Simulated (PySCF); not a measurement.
**C$_{3}$H$_{8}$GeOS: density, localisation and related maps**

The calculation's input:

```
{"job": {"kind": "uv", "xc": "PBE0", "basis": "def2-SVPD", "nstates": 8, "ntriplets": 3}, "charge": 0, "multiplicity": 1}
C     -1.715321    -0.949580    -0.015202
C     -0.495961    -0.071200     0.085183
O      0.661118    -0.773454     0.205721
Ge     2.195210    -0.188361    -0.475330
C     -0.594547     1.254199     0.738659
S     -0.434857     1.359457    -1.053878
H     -1.819972    -1.518108     0.908018
H     -1.595138    -1.648195    -0.840485
H     -2.605933    -0.349143    -0.177781
H      3.073235    -1.260260     0.073821
H      2.535378     1.165738     0.073596
H      2.085631    -0.202274    -1.965937
H      0.263475     1.601215     1.302354
H     -1.552994     1.579494     1.119097
```

Run with:

```sh
OMP_NUM_THREADS=1 python probes_run.py task.json out
```

Geometry: GFN2-xTB.

These are results of PBE0/def2-SVPD, SCF density, gas phase (PySCF), not measurements.

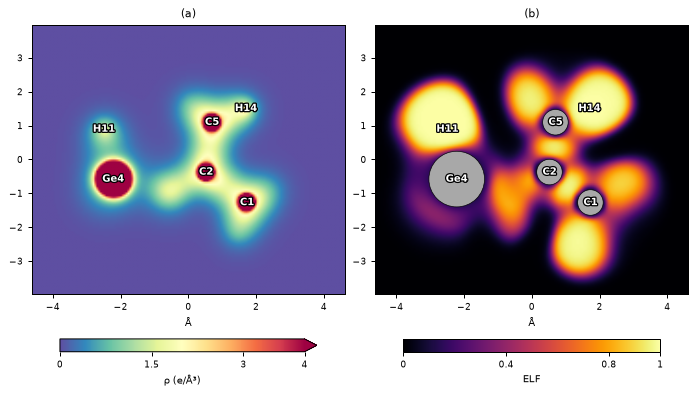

Figure 1. (a) electron density; (b) ELF on the plane of atoms C1, C2 and C5. Grey discs cover the atomic cores in the ELF map.

Interpret the plot.

Answer.
- Atoms in the plane: C, Ge and H.
- C–C (1.48 Å): ρ is about 1.8 e/Å³ halfway; the ELF peaks at about 0.95 between the atoms: a covalent bond.
- C–H (1.08 Å): ρ at the midpoint is about 2 e/Å³; the ELF climbs to about 1 towards the hydrogen, as it does in any bond to H (a covalent bond by its length).
- Ge–H (1.50 Å): the density is about 1.1 e/Å³ at the midpoint; the ELF climbs to about 1 towards the hydrogen.
- The ELF also peaks beside O3, away from the bonds: lone-pair regions.

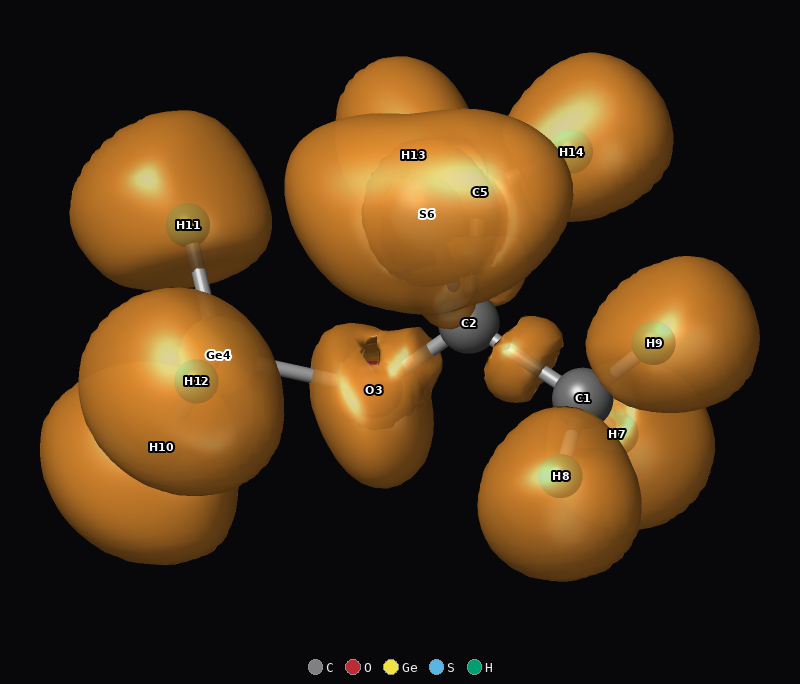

Figure 2. Isosurface of the electron localisation function at 0.75 (orange), seen at a tilt. Only the valence region is drawn (cores and ρ < 0.01 e/Å³ removed).

Describe the localisation domains.

Answer. The ELF exceeds this value in two regions between bonded C–C atoms (shared pairs), eight regions around hydrogen nuclei, one region on O in which the atom's valence shell and bonds are merged and one region on S in which the atom's valence shell and bonds are merged. Profiles from the grid: C–O (1.36 Å): the ELF peaks at about 0.90 between the atoms; a polar covalent bond.

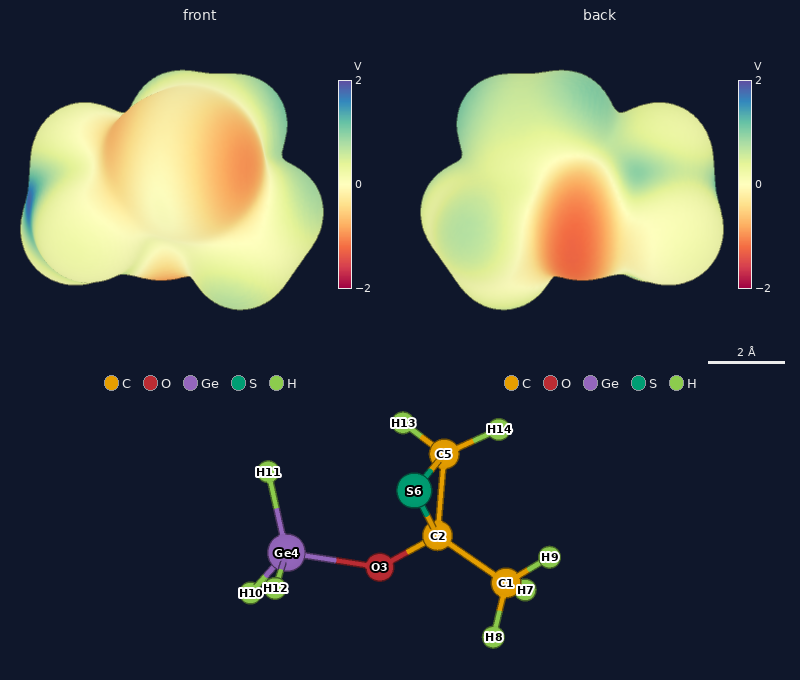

Figure 3. The electrostatic potential painted on the density surface at 0.002 e/bohr³, seen from the front and from behind; red is negative and blue positive. The bare structure is drawn below in the same view.

Describe the electrostatic potential map.

Answer. The most negative region (about −1.2 V) lies over O3, the most positive (about +1.6 V) over Ge4. O3 is the likeliest acceptor of a hydrogen bond.

How polar is the molecule by this calculation?

Answer. Its dipole moment is 0.87 D.
